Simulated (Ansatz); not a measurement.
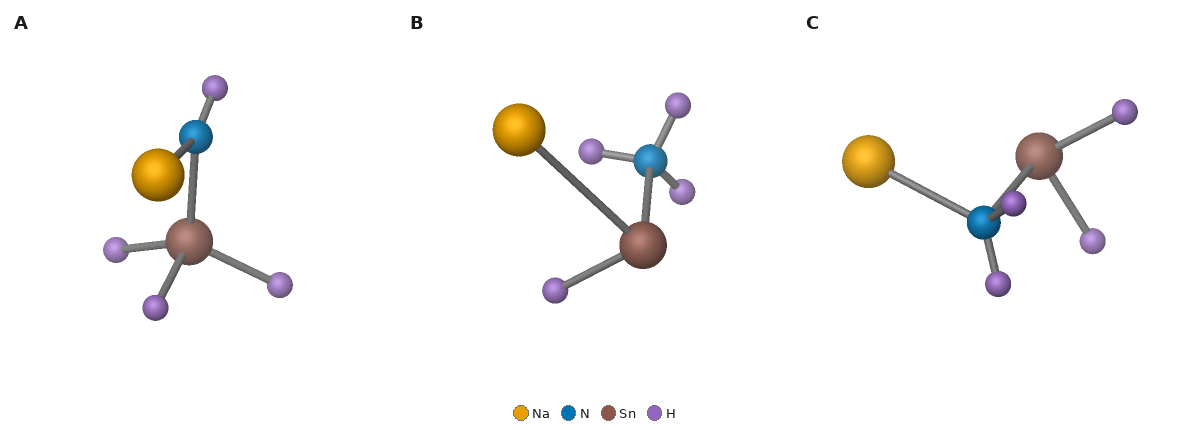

3 stationary structures of one formula. Geometries: PBE0-D4/def2-TZVP. Electronic energies: RHF-CCSD(T) (frozen core)/def2-TZVPP (Ansatz 0.2.0), without zero-point energy. No frequency run is at hand to confirm each as a minimum. Each is one conformer, not always the lowest.

Which structure is the most stable?

C is lowest; B lies 13.0 kcal/mol above it (C1), A lies 26.2 kcal/mol above it (Cs).
